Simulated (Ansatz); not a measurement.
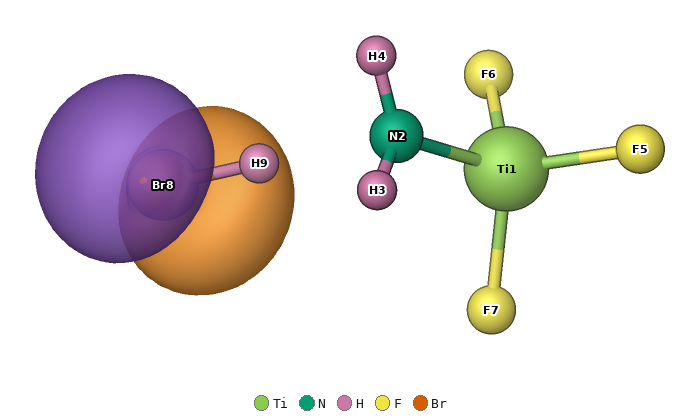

*F3H2NTi···HBr. The HOMO−1 at ±0.15 Å⁻³ᐟ² (orange and purple are the two phases), seen from one side.*

The calculation used RKS B3LYP-D4/def2-SVP in Ansatz.

```tsv
atom	x (Å)	y (Å)	z (Å)
Ti	0.2493	-0.0500	0.0804
N	-0.0444	-0.0418	1.9381
H	0.0028	-0.8905	2.5044
H	0.1355	0.7781	2.5199
F	1.9610	-0.1647	-0.2476
F	-0.3287	1.4660	-0.5435
F	-0.5321	-1.4646	-0.5595
Br	-3.4624	0.2549	1.8842
H	-2.0169	0.1255	1.9641
```

**Where does this orbital lie, and at what energy?**

Its weight (Hirshfeld) is mainly on Br8 (about 95 %); largely a lone pair of Br8. Its energy is −7.77 eV.
